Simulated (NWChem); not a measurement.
# SnSe (SMILES [Se][Sn]) at HF/def2-TZVP (core potential)

Aim: the energy change on altering one bond length of SnSe at HF/def2-TZVP (core potential), from 2 runs. 

The results are computed with NWChem 7.3.0.

4 further runs of the same task are left out: 4 set aside as unsound or not needed. Runs told in other sessions of the task aren't counted.

## 1. The system as given

The species is SnSe (2 atoms), meant as a singlet with charge 0. As SMILES, `[Se][Sn]`. Geometry: relaxed at PBE0-D4/def2-TZVP.

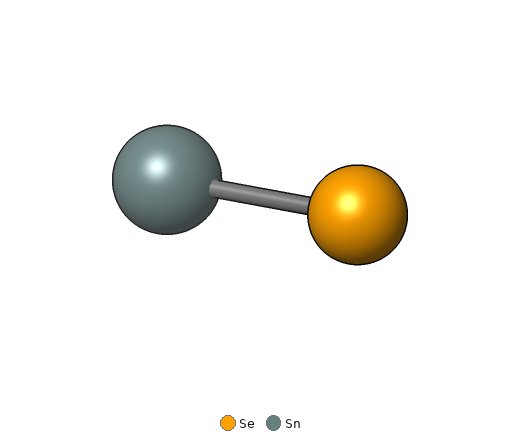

The structure, seen from a chosen angle (selenium orange, tin teal).

## 2. Energy and gradient at HF/def2-TZVP (core potential)

The input, sesn.xyz:

```xyz
2

Se     0.000000     0.000000     0.006530
Sn     0.000000     0.000000     2.331810
```

The input, sesn.nw:

```
START sesn
memory total 2200 mb
GEOMETRY units angstroms noautosym nocenter noautoz
 load sesn.xyz
END
BASIS spherical bse
 * library def2-TZVP
END
ECP bse
 Sn library def2-TZVP
END
SCF
 thresh 1e-08
 maxiter 80
 noprint "final vectors analysis"
END
TASK scf gradient
```

Command:

```console
$ nwchem sesn.nw > sesn.out
```

The program printed, shortened:

```text
[...]
  functions       =    98
[...]
  wavefunction    = RHF
[...]
         Total SCF energy =  -2613.252922963287
      One-electron energy =  -4061.257100137079
      Two-electron energy =   1277.777545434056
 Nuclear repulsion energy =    170.226631739736
        Time for solution =     41.3s
[...]
                         RHF ENERGY GRADIENTS
    atom               coordinates                        gradient
                 x          y          z           x          y          z
   1 Se      0.000000   0.000000   0.012340   -0.000000   0.000000  -0.006707
   2 Sn      0.000000   0.000000   4.406482    0.000000  -0.000000   0.006707
[...]
```

Run time: 55 s. Hardware: 1 thread of Intel Xeon Platinum 8488C (Sapphire Rapids), shared host; peak memory 0.11 GiB.

## 3. The distorted shape: the energy at HF/def2-TZVP (core potential)

The input, sesn.xyz:

```xyz
2

Se     0.000000     0.000000    -0.342290
Sn     0.000000     0.000000     2.331810
```

The input, sesn.nw:

```
start sesn
memory total 2200 mb
geometry units angstrom noautosym nocenter noautoz
 load format xyz sesn.xyz
end
basis spherical bse
 * library def2-TZVP
end
ecp bse
 Sn library def2-TZVP
end
scf
 thresh 1e-08
 maxiter 80
 print medium
end
task scf
```

Command:

```console
$ nwchem sesn.nw > sesn.out
```

The program printed, shortened:

```text
[...]
  functions       =    98
[...]
  wavefunction    = RHF
[...]
         Total SCF energy =  -2613.216744626346
      One-electron energy =  -4016.830659333479
      Two-electron energy =   1255.592306595329
 Nuclear repulsion energy =    148.021608111804
        Time for solution =     63.1s
[...]
```

It took 66 s on 1 thread of Intel Xeon Platinum 8488C (Sapphire Rapids), shared host; peak memory 0.1 GiB.

## 4. Results

At HF/def2-TZVP (core potential):

```
                                                           quantity           value
                                          first shape: total energy  -2613.25292 Eh
                                         first shape: dipole moment          3.89 D
                              first shape: largest force on an atom      0.345 eV/Å
                                      distorted shape: total energy  -2613.21674 Eh
                                     distorted shape: dipole moment          5.93 D
                                       distorted shape: HOMO energy        -8.20 eV
                                       distorted shape: LUMO energy        -0.71 eV
                                     distorted shape: HOMO–LUMO gap         7.50 eV
energy change with the Se1–Sn2 bond stretched from 2.325 to 2.674 Å        0.984 eV
```

What this shows: With the Se1–Sn2 bond stretched from 2.325 to 2.674 Å the energy rises by 0.98 eV (22.7 kcal/mol). The first shape isn't relaxed at this level, so the change isn't measured from a minimum. The largest force (first shape) is 0.34 eV/Å: the shape isn't a stationary point for this species at this level.
